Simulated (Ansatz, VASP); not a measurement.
# InPd in two plane-wave programs, part 2 of 2

One calculation is typed for both programs; each brings its own data sets. How far apart do they land? The cell is taken from a series of VASP runs on this material, whose earlier steps may have relaxed, scaled or displaced it; both programs get it as it stands. Valence electrons are named where the data sets of a main pair hold unlike numbers.

VASP 6.6.1 and Ansatz 0.2.0.

So far: Starting point; VASP: band structure, r2SCAN with rVV10.

## Step 3: Ansatz: band structure, r2SCAN with rVV10

Level of this step: Ansatz beside VASP: Kohn-Sham DFT, plane waves, r2SCAN with rVV10 (Ansatz).

Ansatz runs on its default PAW (the set named soft_2) files.

The same cell, functional, mesh and smearing now go to Ansatz, which takes its cutoff from its data sets.

The input, input.yaml:

```yaml
crystal:
  lattice:
    - [3.2593201929, 0.0, 0.0]
    - [0.0, 3.2593201929, 0.0]
    - [0.0, 0.0, 3.2593201929]
  atoms:
    - { symbol: In, position: [0.0, 0.0, 0.0] }
    - { symbol: Pd, position: [0.5, 0.5, 0.5] }
hamiltonian:
  xc: r2scan
  pseudopotentials: { kind: paw }
  dispersion: rvv10
kpoints:
  mp_grid: { grid: [6, 6, 6] }
  band_path:
    path:
      - [0.0, 0.0, 0.0]
      - [0.0, 0.1, 0.0]
      - [0.0, 0.2, 0.0]
      - [0.0, 0.3, 0.0]
      - [0.0, 0.43333, 0.0]
      - [0.0, 0.5, 0.0]
      - [0.1, 0.5, 0.0]
      - [0.2, 0.5, 0.0]
      - [0.33333, 0.5, 0.0]
      - [0.43333, 0.5, 0.0]
      - [0.5, 0.5, 0.0]
      - [0.36667, 0.36667, 0.0]
      - [0.26667, 0.26667, 0.0]
      - [0.16667, 0.16667, 0.0]
      - [0.06667, 0.06667, 0.0]
      - [0.03333, 0.03333, 0.03333]
      - [0.13333, 0.13333, 0.13333]
      - [0.23333, 0.23333, 0.23333]
      - [0.33333, 0.33333, 0.33333]
      - [0.46667, 0.46667, 0.46667]
      - [0.46667, 0.5, 0.46667]
      - [0.36667, 0.5, 0.36667]
      - [0.23333, 0.5, 0.23333]
      - [0.13333, 0.5, 0.13333]
      - [0.03333, 0.5, 0.03333]
      - [0.5, 0.5, 0.03333]
      - [0.5, 0.5, 0.16667]
      - [0.5, 0.5, 0.26667]
      - [0.5, 0.5, 0.36667]
      - [0.5, 0.5, 0.5]
    npoints: 1
scf:
  occupations: { method: methfessel_paxton, width: 0.2 }
  n_extra_bands: 7
output:
  forces: true
  stress: true
  eigenvalues: true
  write_density: true
  write_potential: true
  elf: true
  volumetric_format: npy
```

On the command line:

```sh
ansatz run input.yaml --threads 2 --pin off --max-ram 4608MiB --backend cpu --events-out ev --progress --plain --runs-dir out
```

Numbers of over 12 decimals in the logs are rounded to 6 here.

Output:

```text
scf.n_extra_bands = 7 over 16 filled bands (N_el = 31.0): the run solves 23 bands
Engine: ansatz 0.2.0, aarch64-unknown-linux-gnu
Pseudopotentials: kind: paw
Pseudopotential: In, paw, valence charge 13, recommended cutoff 500 eV (meta_gga), In.paw.azcp
Pseudopotential: Pd, paw, valence charge 18, recommended cutoff 500 eV (meta_gga), Pd.paw.azcp
Functional definition: r2SCAN+rVV10
  parameter k0 = 0.174
  parameter k1 = 0.065
  parameter a1 = 4.9479
  exchange = r2scan_x(k0 = k0, k1 = k1, a1 = a1)
  correlation = r2scan_c + rvv10(11.95, 0.0093)
Crystal: 2 atoms, lattice volume = 34.624 Å³
Basis set: ecut = 500 eV, 895 PW (Γ), exchange–correlation on 108×108×108 points (64 copies of the dense FFT grid, shifted against one another)
Bands: 23, of which v1, the nominal top of the filled ones, is band 16 counted from 1 (15 counted from 0)
Symmetry: 48 space group operations
Space group: Pm-3m (ITA 221), of the structure as read, at distance tolerance 3.3e-5 Å
k-points: 20 of 216
Non-local potential: In, projectors of the file, l = 0: 2, l = 1: 2, l = 2: 2, l = 3: 2
Non-local potential: Pd, projectors of the file, l = 0: 2, l = 1: 2, l = 2: 2, l = 3: 1
PAW form: soft (Blöchl's): semilocal exchange-correlation on the pseudo side does not see the compensation charge
rVV10 density: all electrons in the spheres
PAW frozen core: In, regenerated for the run's functional (the file was generated under x = pbe(κ = 0.804, μ = 0.219515), c = pbe(β = 0.066725))
PAW frozen core: Pd, regenerated for the run's functional (the file was generated under x = pbe(κ = 0.804, μ = 0.219515), c = pbe(β = 0.066725))
PAW one-centre angular grid: In, 590 points (default); XC on 289 of its mesh's 2783 points in the sphere
PAW one-centre angular grid: Pd, 590 points (default); XC on 160 Gauss nodes
Initial density: superposition of atomic densities (neutral atoms: chi_scale 0, normalization atom), corrected by the library's trained network
Initial wavefunctions: pseudopotential atomic-orbital guess
Functional: x = r2scan, c = r2scan + rvv10(b = 11.95, C = 0.0093); τ floored in thin density (d = 2e-4 eV/Å³)
SCF iter   1: F=—  HF=-12595.163631 eV  |F-HF|=—  |Δ(HF+E_count)|=         —  Δρ=1.12e-2  dr2=2.61e-2  dr2_τ=1.04e-2  ethr=1.77e-3  ⟨swp⟩=5.7  Hψ=2062  notcnv=0  defer=3
preconditioner: auto → none  [insulator: Δε(μ)=0.245 eV  Ē_g=18.468 eV  σ=0.200 eV  W_gap=0.84  n_scr=6 (ndim 8)  ℏωp=30.3 eV  f_vac=0.000  D(μ)=0.66/eV (n_scr^D=0)  ε∞_Penn≈3.7]
SCF iter   2: F=—  HF=-12595.174523 eV  |F-HF|=—  |Δ(HF+E_count)|=   1.09e-2  S|Δr|=    0.00e0  Δρ=7.28e-3  dr2=1.26e-2  dr2_τ=1.07e-3  ethr=8.42e-5  ⟨swp⟩=2.1  Hψ=738  notcnv=0  defer=3
SCF iter   3: F=—  HF=-12595.172336 eV  |F-HF|=—  |Δ(HF+E_count)|=   2.19e-3  S|Δr|=    0.00e0  Δρ=3.11e-3  dr2=3.03e-3  dr2_τ=3.01e-4  ethr=4.06e-5  ⟨swp⟩=2.0  Hψ=548  notcnv=0  defer=3
SCF iter   4: F=—  HF=-12595.171835 eV  |F-HF|=—  |Δ(HF+E_count)|=   5.01e-4  S|Δr|=    0.00e0  Δρ=1.50e-3  dr2=4.98e-4  dr2_τ=2.14e-5  ethr=9.79e-6  ⟨swp⟩=1.0  Hψ=423  notcnv=0  defer=3
SCF iter   5: F=—  HF=-12595.171760 eV  |F-HF|=—  |Δ(HF+E_count)|=   7.46e-5  S|Δr|=    0.00e0  Δρ=4.25e-4  dr2=3.41e-5  dr2_τ=3.00e-6  ethr=1.61e-6  ⟨swp⟩=1.4  Hψ=474  notcnv=0  defer=3
SCF iter   6: F=—  HF=-12595.171754 eV  |F-HF|=—  |Δ(HF+E_count)|=   5.73e-6  S|Δr|=    0.00e0  Δρ=5.85e-5  dr2=4.03e-7  dr2_τ=5.70e-8  ethr=1.10e-7  ⟨swp⟩=2.0  Hψ=546  notcnv=0  defer=3
SCF iter   7: F=-12595.171755 eV  HF=-12595.171755 eV  |F-HF|=2.25e-8  |Δ(HF+E_count)|=   2.38e-7  S|Δr|=    0.00e0  Δρ=1.66e-5  dr2=6.70e-8  dr2_τ=1.23e-9  ethr=3.23e-10  ⟨swp⟩=12.4  Hψ=3167  notcnv=0
SCF 1 converged in 7 iterations: F = -12595.171755 eV  dr2 = 6.70e-8
  greatest PAW one-centre occupation: 1.003 electrons in one spin orbital (limit 2), on the Pd atom at site 1 (counted from 0), in its partial waves of l = 0
NSCF: frozen V_eff on 30 k-points
SCF converged after 7 iterations
Stability not checked: this state was not tested for a lower state beside it, because cold or Methfessel-Paxton smearing, or corrected tetrahedra, fill the levels in a way that the test cannot read (fill_not_monotonic; see scf.lower_state_search)
Free energy (F): -12595.171755 eV
Harris-Foulkes:  -12595.171755 eV  (|F-HF|=2.25e-8)
Internal energy: -12595.175943 eV  (E = F + TS)
E sigma→0 (E₀):  -12595.172802 eV
Entropy (-TS):   0.004188 eV (2.094 meV/atom)
Fermi energy:    16.918072 eV
--- Per-component energies (eV) ---
  E_band       = -164.563536
  E_kinetic    = 761.487116
  E_local      = -2881.370418  (includes V_loc(G=0)·N_el)
  E_nonlocal   = 585.731781
  E_hartree    = 1174.379926
  E_xc         = -358.497954
  E_vxc        = -340.379896  (∫ρ·V_xc dr)
  E_paw        = -7958.455442  (= ΣΔE_a)
  E_vpaw       = -663.657728  (= ΣTr[D̂ρ^β])
  E_aug_tail   = 0.000078  (compensation charges beyond the density's cutoff)
  E_vtau       = 24.853251  (kinetic-family band-sum trace: ∫τ·v_τ [+ j·A + Jᵃ·Aᵃ] dr)
  E_ewald      = -3918.964491
  E_core_change = 0.513459  (= ΣΔE_core)
  E_smearing   = 0.004188  (= −TS)
  E_closure    = -0.000000  (closes the sum)
  Σ components = -12595.171755   (vs F -12595.171755, Δ=0.00e0)
--- Forces (eV/Å), atoms counted from 1 ---
  atom   1  In    -0.00000000     0.00000000    -0.00000000
  atom   2  Pd    -0.00000000     0.00000000     0.00000000
  max |Σ_I F_I| component: 7.76e-30 eV/Å
--- Stress (GPa, compression-positive) ---
       -0.836290       0.000000       0.000000
        0.000000      -0.836290       0.000000
        0.000000       0.000000      -0.836290
  P = ⅓ Tr σ = -0.8363 GPa (-8.363 kbar)
--- Band table (eV; the first three rows and the last of 20) ---
  k-point 0: bands = [... 12 lower, 14.4031, 14.4031, 14.4031, 21.3995, 21.3995, 21.3995, 27.1533, 27.8437, ... 3 higher]
  k-point 1: bands = [... 12 lower, 14.0973, 14.0973, 14.3838, 18.9892, 22.2879, 22.2879, 27.4642, 27.6747, ... 3 higher]
  k-point 2: bands = [... 12 lower, 13.5906, 13.5906, 14.3450, 16.2934, 24.5211, 24.5211, 27.2975, 27.7212, ... 3 higher]
  k-point 19: bands = [... 12 lower, 15.0286, 15.0286, 17.1780, 20.8505, 20.8505, 20.8505, 21.4822, 21.4822, ... 3 higher]
```

It took 5.9 s on 2 threads of Arm Neoverse N1, shared host; peak memory 0.37 GiB; 10 s of CPU time.

In the SCF lines HF is the Harris–Foulkes energy and dr2 the Hartree energy of the density residual, in eV; the loop may stop once dr2 is under the threshold and the program's other checks hold. Hψ counts applications of the Hamiltonian.

## Step 4: Comparison

Known differences besides the potentials themselves: VASP keeps PBE cores, Ansatz makes them for the functional; the data sets hold 31 valence electrons in Ansatz (on its default PAW (the set named soft_2) files) and 23 in VASP; the cutoff is 500 eV in Ansatz and 400 eV in VASP. Total energies have different zeros and are not compared.

Compared:

```
                                        quantity  Ansatz   VASP  difference
                                  pressure (GPa)   -0.84  -0.19       -0.64
pressure without Ansatz's Pulay correction (GPa)   -0.99  -0.19       -0.79
```

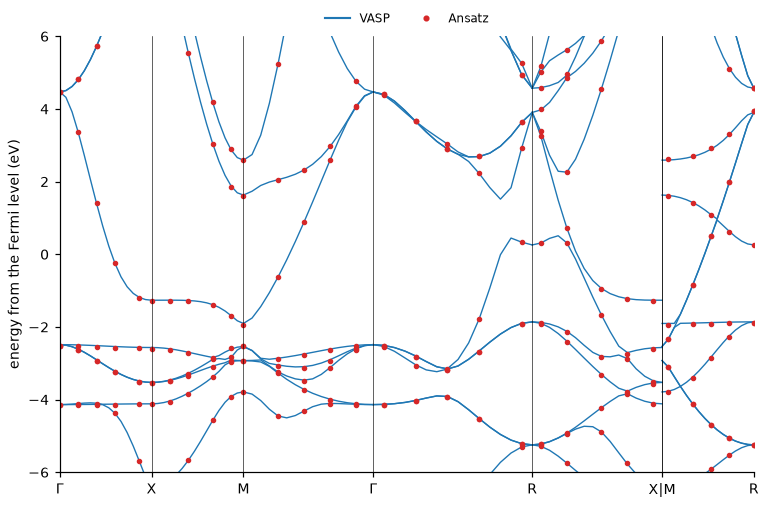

Bands from VASP (lines) and levels from Ansatz (dots). Dots without a line are higher empty bands that the VASP plot leaves out.

Levels from 3 eV below to 2 eV above the Fermi level differ by 21 meV r.m.s. and 30 meV at most; each VASP level is matched to the nearest of Ansatz, which flatters the figure a little. Ansatz's pressure holds a Pulay correction of 0.15 GPa; VASP's holds none.

## Step 5: Results

```
r.m.s. difference of levels near the Fermi level (band structure, r2SCAN with rVV10) : 21 meV
difference in pressure (band structure, r2SCAN with rVV10)                           : -0.64 GPa
```

The difference in pressure is -0.64 GPa (band structure, r2SCAN with rVV10), within the 1 GPa picked in this series as the mark of a large difference. The data sets hold unlike numbers of valence electrons (31 in Ansatz and 23 in VASP), so part of the differences comes from the potentials. How closely two codes agree says nothing of how well the functional describes the real material.

[Lines on the potential files, build, host, timing and source positions are cut from VASP's logs without a mark.]

[Logs are printed without paths, hosts, clocks, repeated set-up lines and the standing remarks that a program may print on its own settings, such as how far it seeks lower states.]

[Hosts, paths, dates, database ids (printed as entryN), source tags and the programs' standing remarks are cut or masked in the printed files.]
